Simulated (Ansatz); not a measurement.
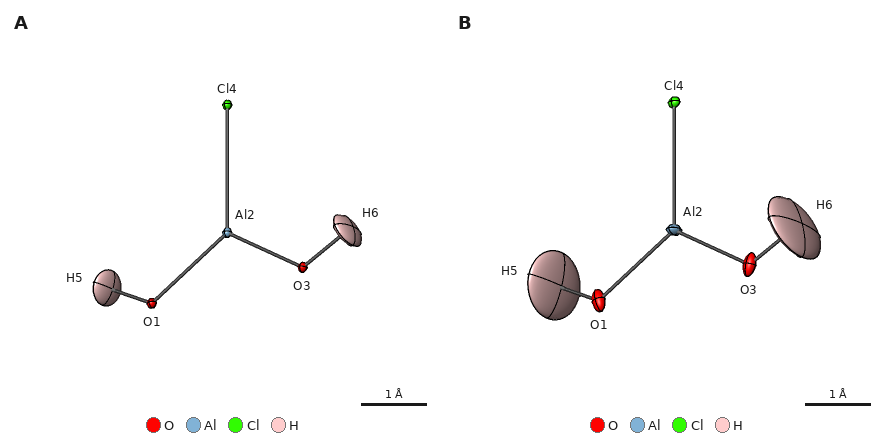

Displacement ellipsoids at the 50 % level, from the internal vibrations of the free molecule (harmonic, no overall translation or rotation; no half-axis is drawn under 0.075 Å). Vibrations computed with RKS PBE0-D4/def2-TZVP (Ansatz 0.2.0). One panel is for 0 K (zero-point motion alone), the other for 900 K.

### Which panel is for 900 K?

B.

### How much does the mean-square displacement of O1 grow, and why?

U_eq goes from 0.0016 to 0.0079 Å², a factor of 4.9. Modes below kT (626 cm⁻¹ at 900 K) grow about in proportion to T, and the lowest lies at 179 cm⁻¹; the mean-square amplitude of a mode is its zero-point value times coth(ħω/2kT), which comes close to 1 only above about 3kT.
